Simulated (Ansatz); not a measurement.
# HF/STO-3G run of SiSe (SMILES [Si][Se])

Aim: the vertical ionisation energy of SiSe at HF/STO-3G, from 2 runs. 

The results are computed with Ansatz 0.2.0.

53 further runs of the same task are left out: 13 that didn't finish, 40 set aside as unsound or not needed.

## 1. Starting point

The species is SiSe (2 atoms), meant as a singlet with charge 0. As SMILES, `[Si][Se]`. The coordinates come from a PBE0-D4/def2-TZVP relaxation.

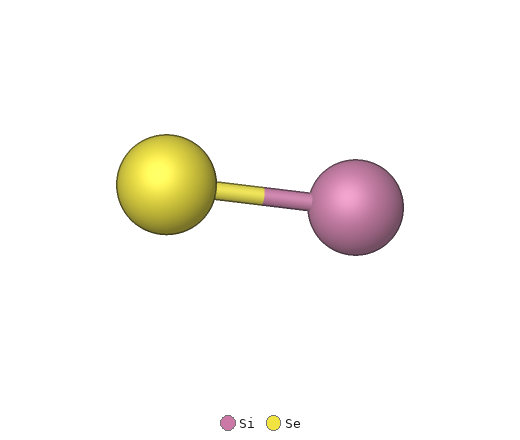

Viewed from a chosen angle; silicon pink, selenium yellow.

## 2. The energy at HF/STO-3G

Input file job.yaml:

```yaml
basis:
  gaussian:
    orbitals: STO-3G
crystal:
  periodic: [false, false, false]
  atoms:
    - {symbol: Si, position_ang: [0.000000, 0.000000, 0.031440]}
    - {symbol: Se, position_ang: [-0.000000, -0.000000, 2.093090]}
hamiltonian:
  xc: hf
accuracy: high
```

Launch:

```
ansatz run job.yaml --threads 1 --pin off --max-ram 3480MiB --events-out events.jsonl --progress --plain --runs-dir runs
```

Standard output:

```text
Warning: RAYON_NUM_THREADS=1 ignored (pool sized by the plan → 1); use --threads N
Functional definition: HF
  name "HF"
  exchange = exact_x
  correlation = 0
372 factors; integrals over basis functions are off by at most 7.3e-9 eV
mean field evaluation 1: about -72355.8267 eV, gradient 2.3e1 eV
mean field evaluation 2: about -72355.8506 eV, gradient 2.3e1 eV
mean field evaluation 4: about -72359.1028 eV, gradient 7.0e-1 eV
mean field evaluation 8: about -72359.1038 eV, gradient 6.5e-6 eV
mean field -72359.10379103 eV, -2659.1480175583 hartree, gradient 3.9e-8 eV, S^2 0.000000; 0 other end points of the search recorded, 0 dependent functions left out
reference -72359.10379103 eV, -2659.1480175583 hartree; 24, 24 occupied and 3, 3 virtual orbitals, 372 factors
Total energy: -72359.10379103 eV, -2659.1480175583 hartree
```

It took 0.18 s on 1 thread of Arm Neoverse V1, shared host.

## 3. The doublet cation at the same level

Input file input.yaml:

```yaml
crystal:
  periodic: [false, false, false]
  atoms:
    - {symbol: Si, position_ang: [0.000000, 0.000000, 0.031440]}
    - {symbol: Se, position_ang: [-0.000000, -0.000000, 2.093090]}
basis:
  gaussian:
    orbitals: STO-3G
total_charge: 1
magnetization:
  spin_polarized: true
  initial_magnetization: 1
hamiltonian:
  xc: hf
accuracy: high
```

Launch:

```
ansatz run input.yaml --threads 1 --pin off --max-ram 3480MiB --events-out events.jsonl --progress --plain --runs-dir runs
```

Standard output, shortened:

```text
Warning: RAYON_NUM_THREADS=1 ignored (pool sized by the plan → 1); use --threads N
Functional definition: HF
  name "HF"
[...]
372 factors; integrals over basis functions are off by at most 7.3e-9 eV
[...]
mean field -72353.14261478 eV, -2658.9289483717 hartree, gradient 9.4e-8 eV, S^2 0.807992; 6 other end points of the search recorded, 0 dependent functions left out
reference -72353.14261478 eV, -2658.9289483717 hartree; 24, 23 occupied and 3, 4 virtual orbitals, 372 factors
Total energy: -72353.14261478 eV, -2658.9289483717 hartree
```

Wall time 1.4 s (1 thread of Arm Neoverse V1, shared host).

## 4. Summary of results

Level: HF/STO-3G.

| quantity | value |
| --- | --- |
| singlet SiSe: total energy | -2659.14802 Eh |
| doublet cation: total energy | -2658.92895 Eh |
| doublet cation: ⟨S²⟩ | 0.808 |
| vertical ionisation energy (to the doublet cation) | 5.961 eV |

In words: Removing an electron at fixed nuclei costs 5.96 eV (137 kcal/mol). In a minimal basis such a difference can be off by several eV, whatever the method.
